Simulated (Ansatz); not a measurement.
```xyz
5

F     0.9986   -0.7423    0.9352
C    -0.1154   -0.0395    1.2371
F     0.0905    1.2562    0.9130
H    -0.9468   -0.4238    0.6398
H    -0.2943   -0.1088    2.3137
```

Geometry: PBE0-D4/def2-TZVP.

These are results of Ansatz 0.2.0, RKS PBE0-D4/def2-TZVPPD, not measurements.

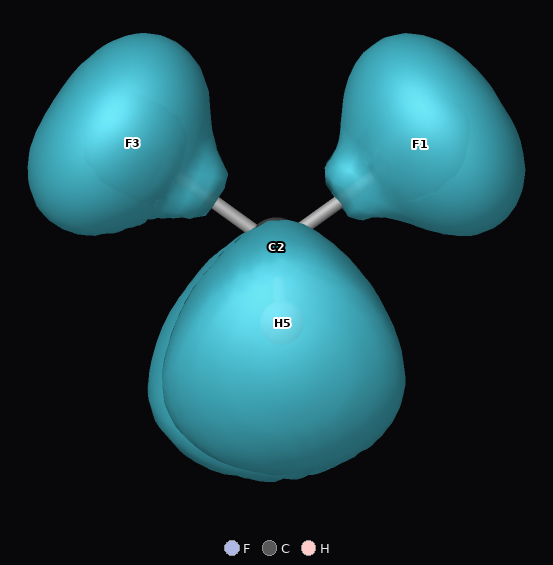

CH2F2. Isosurface of the ELF at 0.75 (cyan), seen across its widest extent. Core shells and regions of very low density are left out.

Describe the localisation domains.

The ELF exceeds this value in two regions around hydrogen nuclei and two regions on F in which the atom's valence shell and bonds are merged.

Values along the shortest contacts:
C–F (1.35 Å): the ELF peaks at about 0.85 between the atoms; a shared but strongly polarised pair. C–H (1.09 Å): the ELF climbs to about 1 towards the hydrogen, as it does in any bond to H: an ordinary covalent bond to hydrogen.
